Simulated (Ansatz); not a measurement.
The starting structures come from a database of crystals and need not be the phases stable at ambient conditions.

 Where the default PAW files enter, the runs use the earlier of Ansatz's two default sets.

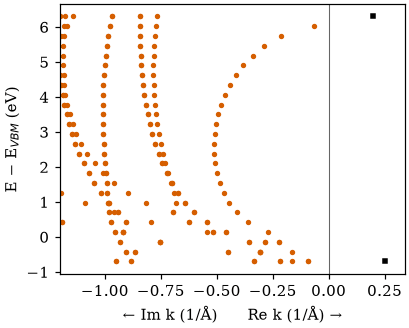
Figure: Complex bands at the centre of the two-dimensional zone; r2SCAN run with Ansatz (a quantum-chemistry and plane-wave program)

No gap correction and no spin-orbit coupling; mid-gap values are interpolated between computed energies.

**Question.** This is CaZnF4 (I4_1/a, not sure to be the ambient phase, 12 atoms a cell, 12.7 Å³ an atom) along the normal of (001). Read off the slowest decay at the centre of the two-dimensional zone at 2.94 eV, the computed energy nearest the middle of the gap.

**Answer.** κ ≈ 0.51 1/Å, a decay length 1/(2κ) of the density of 0.98 Å.
